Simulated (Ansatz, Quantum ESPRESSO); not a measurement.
# Band edges of W2CO2 MXene, 1 layer under strain, part 2 of 2

Wanted: deformation of the bands of W2CO2 MXene, 1 layer, driven from Python.

Quantum ESPRESSO 7.5; plane-wave DFT, PBE, GBRV ultrasoft pseudopotentials; geometry by Ansatz 0.2.0 with PAW datasets.

So far: The structure; Relaxation with Ansatz.

**3. The script**

Under ESM bc1 levels count from the vacuum, or from the mean of the two vacuum levels where the sheet has a dipole, so band edges at unlike strains can be compared.

Level of this step: plane-wave DFT, PBE, GBRV ultrasoft pseudopotentials (Quantum ESPRESSO 7.5).

The input, run.py:

```python
import json
import numpy as np
from ase import Atoms
from ase.calculators.espresso import Espresso, EspressoProfile

profile = EspressoProfile(command='mpirun -n 2 pw.x -nk 2', pseudo_dir='../pseudo')
pseudopotentials = {'C': 'c_pbe_v1.2.uspp.F.UPF', 'O': 'o_pbe_v1.2.uspp.F.UPF', 'W': 'w_pbe_v1.2.uspp.F.UPF'}
system = {'ecutwfc': 40, 'ecutrho': 200, 'occupations': 'smearing', 'smearing': 'fd', 'degauss': 0.002}


def calculator(name, kpts, **extra):
    data = dict(control=dict(tprnfor=True, verbosity='high', disk_io='none'),
                system=system | extra,
                electrons=dict(conv_thr=1e-09, mixing_beta=0.4, mixing_mode='plain',
                               electron_maxstep=100))
    return Espresso(profile=profile, directory=name, pseudopotentials=pseudopotentials, kpts=kpts, input_data=data)


def centre(atoms):
    z = atoms.positions[:, 2]
    atoms.positions[:, 2] -= (z.max() + z.min()) / 2  # ESM wants the slab about z = 0
    return atoms

sheet = Atoms(
    ['O', 'W', 'C', 'W', 'O'],
    scaled_positions=[
        [0.3333333333, 0.6666666667, 0.3862645810],
        [0.6666666667, 0.3333333333, 0.4439012994],
        [0.0000000000, 0.0000000000, 0.4999999955],
        [0.3333333333, 0.6666666667, 0.5560986967],
        [0.6666666667, 0.3333333333, 0.6137354274]],
    cell=[
        [3.112397342069, 0.000000000000, 0.000000000000],
        [-1.556198671034, 2.695415164903, 0.000000000000],
        [0.000000000000, 0.000000000000, 19.684391581900]],
    pbc=True)

rows = []
for strain in [-0.03, -0.015, 0.0, 0.015, 0.03]:
    atoms = sheet.copy()
    atoms.set_cell(sheet.cell.array * [[1 + strain], [1 + strain], [1]], scale_atoms=True)
    atoms = centre(atoms)
    atoms.calc = calculator(f's{strain:+.3f}', (12, 12, 1), assume_isolated='esm', esm_bc='bc1', nbnd=26)
    energy = atoms.get_potential_energy()
    levels = np.array([atoms.calc.get_eigenvalues(kpt=i) for i in range(len(atoms.calc.get_ibz_k_points()))])
    top, bottom = levels[:, 21].max(), levels[:, 22].min()
    direct = (levels[:, 22] - levels[:, 21]).min()
    rows.append([strain, energy, top, bottom, direct])
    print(f'strain {strain:+.3f}: E = {energy:.5f} eV, valence top {top:.3f}, conduction bottom {bottom:.3f}, '
          f'gap {bottom - top:.3f}, least direct gap {direct:.3f} eV')

x, energy, top, bottom, direct = np.array(rows).T
area = np.linalg.norm(np.cross(*sheet.cell[:2]))
stiffness = np.polyfit(x, energy, 2)[0] / area * 16.0218  # C11 + C12, heights clamped
print(f'valence and conduction edges move by {np.polyfit(x, top, 1)[0]:.2f} and {np.polyfit(x, bottom, 1)[0]:.2f} eV per unit biaxial strain')
print(f'C11 + C12 with clamped heights: {stiffness:.1f} N/m')
json.dump(dict(rows=rows, stiffness=stiffness), open('result.json', 'w'))
```

Started as:

```sh
$ OMP_NUM_THREADS=1 python run.py
```

The log of the run:

```text
strain -0.030: E = -5365.54343 eV, valence top -5.081, conduction bottom -6.697, gap -1.616, least direct gap 0.000 eV
strain -0.015: E = -5365.75874 eV, valence top -5.145, conduction bottom -6.662, gap -1.517, least direct gap 0.000 eV
strain +0.000: E = -5365.83627 eV, valence top -5.335, conduction bottom -6.647, gap -1.312, least direct gap 0.000 eV
strain +0.015: E = -5365.79108 eV, valence top -5.541, conduction bottom -6.643, gap -1.102, least direct gap 0.000 eV
strain +0.030: E = -5365.63678 eV, valence top -5.730, conduction bottom -6.647, gap -0.918, least direct gap 0.000 eV
valence and conduction edges move by -11.29 and 0.80 eV per unit biaxial strain
C11 + C12 with clamped heights: 522.6 N/m
```

Elapsed: 4 min, on 2 MPI ranks of Intel Xeon 6975P-C (Granite Rapids), shared host; peak memory 0.59 GiB.

The input that ASE wrote for the first run, and its log:

```
&CONTROL
   verbosity        = 'high'
   tprnfor          = .true.
   disk_io          = 'none'
   pseudo_dir       = '../pseudo'
/
&SYSTEM
   nbnd             = 26
   ecutwfc          = 40
   ecutrho          = 200
   occupations      = 'smearing'
   degauss          = 0.002
   smearing         = 'fd'
   assume_isolated  = 'esm'
   esm_bc           = 'bc1'
   ntyp             = 3
   nat              = 5
   ibrav            = 0
/
&ELECTRONS
   electron_maxstep = 100
   conv_thr         = 1e-09
   mixing_mode      = 'plain'
   mixing_beta      = 0.4
/
&IONS
/
&CELL
/
&FCP
/
&RISM
/
ATOMIC_SPECIES
O 15.999 o_pbe_v1.2.uspp.F.UPF
W 183.84 w_pbe_v1.2.uspp.F.UPF
C 12.011 c_pbe_v1.2.uspp.F.UPF

K_POINTS automatic
12 12 1  0 0 0

CELL_PARAMETERS angstrom
3.01902542180693 0.00000000000000 0.00000000000000
-1.50951271090298 2.61455270995591 0.00000000000000
0.00000000000000 0.00000000000000 19.68439158190000

ATOMIC_POSITIONS angstrom
O -0.0000000002 1.7430351401 -2.2388126070  
W 1.5095127111 0.8715175699 -1.1042688725  
C 0.0000000000 0.0000000000 -0.0000001713  
W -0.0000000002 1.7430351401 1.1042686304  
O 1.5095127111 0.8715175699 2.2388126070
```

```text
Program PWSCF v.7.5 starts
[citation notice left out]

     Parallel version (MPI & OpenMP), running on       2 processor cores
     Number of MPI processes:                 2
     Threads/MPI process:                     1

     MPI processes distributed on     1 nodes
[... 1 line left out ...]

Warning: card &CELL ignored
Warning: card &FCP ignored
Warning: card &RISM ignored

     Current dimensions of program PWSCF are:
     Max number of different atomic species (ntypx) = 10
     Max number of k-points (npk) =  40000
     Max angular momentum in pseudopotentials (lmaxx) =  4
     Message from routine setup:
     using ibrav=0 with symmetry is DISCOURAGED, use correct ibrav instead

     K-points division:     npool     =       2
     Subspace diagonalization in iterative solution of the eigenvalue problem:
     a serial algorithm will be used

     G-vector sticks info
     --------------------
     sticks:   dense  smooth     PW     G-vecs:    dense   smooth      PW
     Sum         439     361    109                49997    36005    6179

     Using Slab Decomposition

     bravais-lattice index     =            0
     lattice parameter (alat)  =       5.7051  a.u.
     unit-cell volume          =    1048.5346 (a.u.)^3
     number of atoms/cell      =            5
     number of atomic types    =            3
     number of electrons       =        44.00
     number of Kohn-Sham states=           26
     kinetic-energy cutoff     =      40.0000  Ry
     charge density cutoff     =     200.0000  Ry
     scf convergence threshold =      1.0E-09
     mixing beta               =       0.4000
     number of iterations used =            8  plain     mixing
     Exchange-correlation= SLA  PW   PBE  PBE
                           (   1   4   3   4   0   0   0)

     Effective Screening Medium Method
     =================================
     Boundary Conditions: Vacuum-Slab-Vacuum
     total charge in unit cell        =   0.0000
     grid points for fit at edges     =        4

[... 10 lines left out ...]
     PseudoPot. # 1 for O  read from file:
     ../pseudo/o_pbe_v1.2.uspp.F.UPF
     Pseudo is Ultrasoft + core correction, Zval =  6.0
     Generated by new atomic code, or converted to UPF format
     Using radial grid of  737 points,  5 beta functions with:
                l(1) =   0
                l(2) =   0
                l(3) =   1
                l(4) =   1
                l(5) =   2
     Q(r) pseudized with  8 coefficients,  rinner =    0.900   0.900   0.900
                                                       0.900   0.900

     PseudoPot. # 2 for W  read from file:
     ../pseudo/w_pbe_v1.2.uspp.F.UPF
     Pseudo is Ultrasoft + core correction, Zval = 14.0
     Generated by new atomic code, or converted to UPF format
     Using radial grid of  923 points,  8 beta functions with:
                l(1) =   0
                l(2) =   0
[... 733 lines left out ...]

     negative rho (up, down):  1.332E-01 0.000E+00

     Forces acting on atoms (cartesian axes, Ry/au):

     atom    1 type  1   force =     0.00000000    0.00000000   -0.03768484
     atom    2 type  2   force =     0.00000000    0.00000000   -0.01041480
     atom    3 type  3   force =    -0.00000000   -0.00000000    0.00000000
     atom    4 type  2   force =     0.00000000    0.00000000    0.01041480
     atom    5 type  1   force =     0.00000000    0.00000000    0.03768484
     The non-local contrib.  to forces
     atom    1 type  1   force =    -0.00000000    0.00000000    1.18748132
     atom    2 type  2   force =     0.00000000    0.00000000    0.04933876
     atom    3 type  3   force =     0.00000000    0.00000000    0.00000000
     atom    4 type  2   force =     0.00000000    0.00000000   -0.04933876
     atom    5 type  1   force =     0.00000000   -0.00000000   -1.18748132
     The ionic contribution  to forces
     atom    1 type  1   force =     0.00000000   -0.00000000  -95.63893613
     atom    2 type  2   force =    -0.00000000    0.00000000 -112.88883176
     atom    3 type  3   force =    -0.00000000    0.00000000   -0.00000098
     atom    4 type  2   force =     0.00000000   -0.00000000  112.88882971
     atom    5 type  1   force =    -0.00000000    0.00000000   95.63893916
     The local contribution  to forces
     atom    1 type  1   force =     0.00000001   -0.00000001   94.41991282
     atom    2 type  2   force =    -0.00000001    0.00000001  112.83517876
     atom    3 type  3   force =    -0.00000000   -0.00000000    0.00000565
     atom    4 type  2   force =     0.00000001   -0.00000001 -112.83514164
     atom    5 type  1   force =    -0.00000001    0.00000001  -94.41991509
     The core correction contribution to forces
     atom    1 type  1   force =     0.00000000   -0.00000000   -0.00616803
     atom    2 type  2   force =     0.00000000   -0.00000000   -0.00619958
     atom    3 type  3   force =     0.00000000   -0.00000000   -0.00000001
     atom    4 type  2   force =    -0.00000000    0.00000000    0.00619938
     atom    5 type  1   force =    -0.00000000    0.00000000    0.00616803
     The Hubbard contrib.    to forces
     atom    1 type  1   force =     0.00000000    0.00000000    0.00000000
     atom    2 type  2   force =     0.00000000    0.00000000    0.00000000
     atom    3 type  3   force =     0.00000000    0.00000000    0.00000000
     atom    4 type  2   force =     0.00000000    0.00000000    0.00000000
     atom    5 type  1   force =     0.00000000    0.00000000    0.00000000
     The SCF correction term to forces
     atom    1 type  1   force =    -0.00000000    0.00000000    0.00002556
     atom    2 type  2   force =     0.00000000   -0.00000000    0.00011646
     atom    3 type  3   force =     0.00000000    0.00000000   -0.00000000
     atom    4 type  2   force =    -0.00000000    0.00000000   -0.00011646
     atom    5 type  1   force =     0.00000000   -0.00000000   -0.00002556

     Total force =     0.055292     Total SCF correction =     0.000169
     Message from routine punch:
     Nothing written, as per user request (disk_io='none')

[... 1 line left out ...]

[... 1 line left out ...]

[... 1 line left out ...]

[... 3 lines left out ...]

[... 1 line left out ...]

[... 2 lines left out ...]

[... 1 line left out ...]

[... 1 line left out ...]

=------------------------------------------------------------------------------=
   JOB DONE.
=------------------------------------------------------------------------------=
```

Numbers from this step:

| Quantity | Value |
| --- | --- |
| biaxial stiffness | 522.6 N/m |

Band edge from the vacuum level against biaxial strain:

```
biaxial strain (%)  valence top (eV)  conduction bottom (eV)
             -3.00             -5.08                   -6.70
             -1.50             -5.14                   -6.66
              0.00             -5.33                   -6.65
              1.50             -5.54                   -6.64
              3.00             -5.73                   -6.65
```

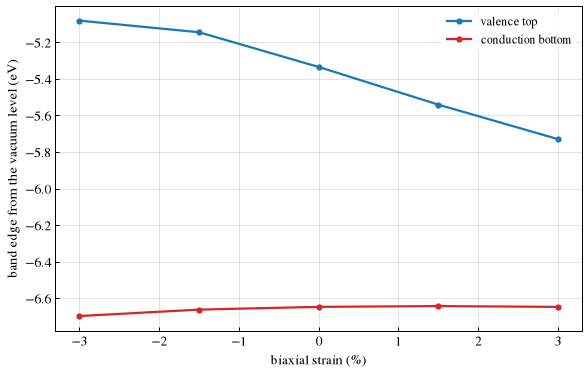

Band edge from the vacuum level, plotted against biaxial strain.

Gap against biaxial strain:

```
biaxial strain (%)  on the mesh (eV)  least direct (eV)
             -3.00             -1.62                  0
             -1.50             -1.52             1.0e-4
              0.00             -1.31             1.0e-4
              1.50             -1.10                  0
              3.00            -0.918                  0
```

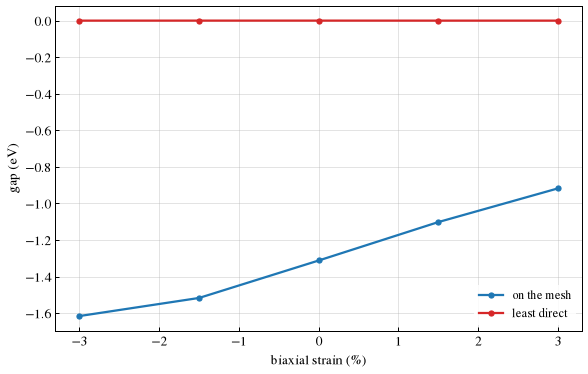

Gap against biaxial strain.

Table of energy over the lowest by biaxial strain:

```
biaxial strain (%)  energy over the lowest (meV)
             -3.00                           293
             -1.50                          77.5
              0.00                             0
              1.50                          45.2
              3.00                           199
```

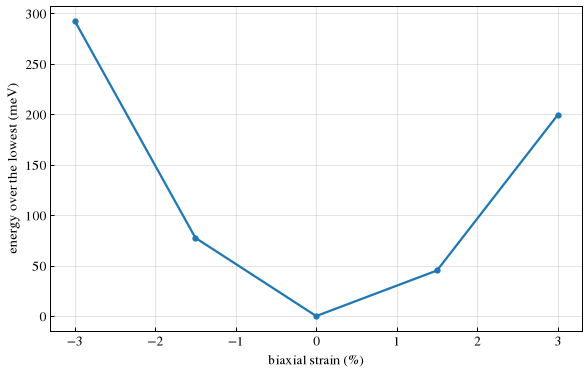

Energy over the lowest, plotted against biaxial strain.

**4. The script: PBEsol, GBRV ultrasoft**

Level of this step: plane-wave DFT, PBEsol, GBRV ultrasoft pseudopotentials (Quantum ESPRESSO 7.5).

run.py, as its differences from the input of step 3:

```diff
@@ -6,3 +6,3 @@
 profile = EspressoProfile(command='mpirun -n 2 pw.x -nk 2', pseudo_dir='../pseudo')
-pseudopotentials = {'C': 'c_pbe_v1.2.uspp.F.UPF', 'O': 'o_pbe_v1.2.uspp.F.UPF', 'W': 'w_pbe_v1.2.uspp.F.UPF'}
+pseudopotentials = {'C': 'c_pbesol_v1.2.uspp.F.UPF', 'O': 'o_pbesol_v1.2.uspp.F.UPF', 'W': 'w_pbesol_v1.2.uspp.F.UPF'}
 system = {'ecutwfc': 40, 'ecutrho': 200, 'occupations': 'smearing', 'smearing': 'fd', 'degauss': 0.002}
```

Started as:

```sh
$ OMP_NUM_THREADS=1 python run.py
```

The log of the run:

```text
strain -0.030: E = -5361.21806 eV, valence top -5.166, conduction bottom -6.761, gap -1.595, least direct gap 0.000 eV
strain -0.015: E = -5361.34151 eV, valence top -5.227, conduction bottom -6.727, gap -1.500, least direct gap 0.000 eV
strain +0.000: E = -5361.33013 eV, valence top -5.406, conduction bottom -6.712, gap -1.306, least direct gap 0.000 eV
strain +0.015: E = -5361.19899 eV, valence top -5.611, conduction bottom -6.707, gap -1.096, least direct gap 0.000 eV
strain +0.030: E = -5360.96170 eV, valence top -5.799, conduction bottom -6.715, gap -0.916, least direct gap 0.000 eV
valence and conduction edges move by -11.00 and 0.74 eV per unit biaxial strain
C11 + C12 with clamped heights: 510.0 N/m
```

Wall time 5.1 min (2 MPI ranks); peak memory 0.59 GiB; 10 min of CPU time.

Numbers from this step:

* biaxial stiffness: 510.0 N/m

Band edge from the vacuum level against biaxial strain:

```
biaxial strain (%)  valence top (eV)  conduction bottom (eV)
             -3.00             -5.17                   -6.76
             -1.50             -5.23                   -6.73
              0.00             -5.41                   -6.71
              1.50             -5.61                   -6.71
              3.00             -5.80                   -6.71
```

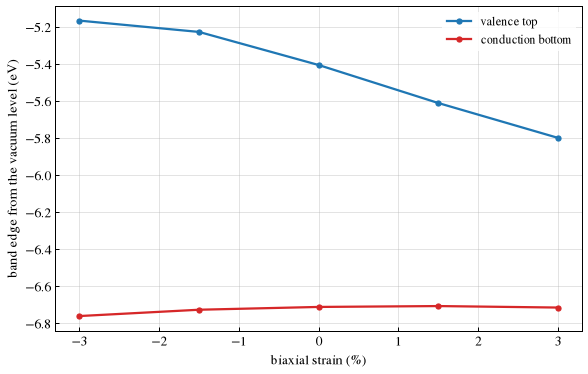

Band edge from the vacuum level, plotted against biaxial strain.

The gap by biaxial strain:

```
biaxial strain (%)  on the mesh (eV)  least direct (eV)
             -3.00             -1.59             1.0e-4
             -1.50             -1.50                  0
              0.00             -1.31             1.0e-4
              1.50             -1.10                  0
              3.00            -0.916                  0
```

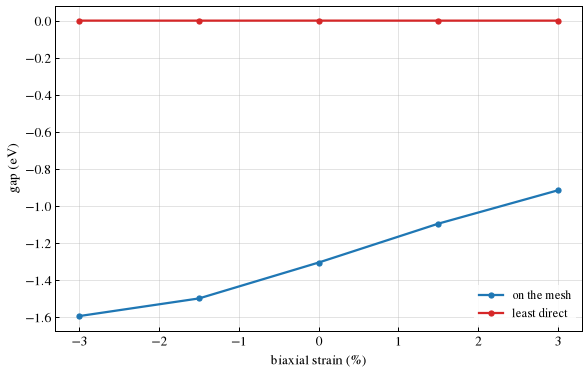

Gap against biaxial strain.

Energy over the lowest against biaxial strain:

```
biaxial strain (%)  energy over the lowest (meV)
             -3.00                           123
             -1.50                             0
              0.00                          11.4
              1.50                           143
              3.00                           380
```

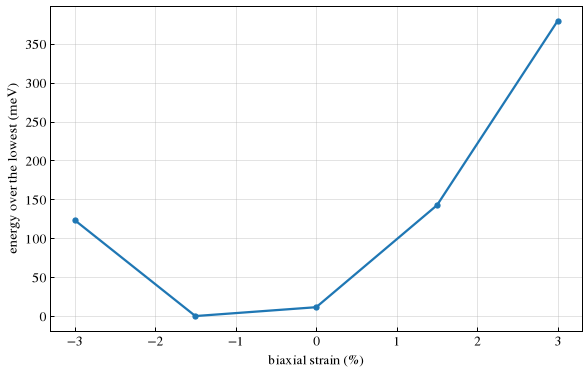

Energy over the lowest against biaxial strain.

**5. The arithmetic**

Under equal strain ε in the plane, E = A (C11 + C12) ε². From the points at ±1.5 %: d²E/dε² = (77.54 + 45.19 − 2 × 0.00) meV / 0.015² = 545 eV, and 545/(2 × 8.389 Å²) × 16.02 = 521 N/m.

**6. Summary of results**

- C11 + C12, heights clamped, PBE, GBRV ultrasoft: 523 N/m
- C11 + C12, heights clamped, PBEsol, GBRV ultrasoft: 510 N/m

In words: The sheet's biaxial stiffness comes to 523 N/m (PBE, GBRV ultrasoft). The bands overlap at every strain: the sheet is a metal, and edges by band count are no gaps. Heights are clamped under strain, which makes a sheet with several atomic planes too stiff. Zero strain is the PBE cell; under PBEsol the energy is lowest near -0.8 %, so its stiffness is taken away from its own minimum. Semilocal gaps are too small. Spin-orbit coupling is left out; depending on the atoms that carry the levels of interest, it can split and shift them by tenths of an eV to an eV or more.

[Logs are printed without paths, hosts, clocks, repeated set-up lines and the standing remarks that a program may print on its own settings, such as how far it seeks lower states.]

[Hosts, paths, dates, database ids (printed as entryN), source tags and the programs' standing remarks are cut or masked in the printed files.]

[Maps of the electrostatic potential energy from Ansatz leave out the sawtooth potential of an applied field or a dipole correction, so their vacuum need not be flat; planar profiles and work functions include it.]
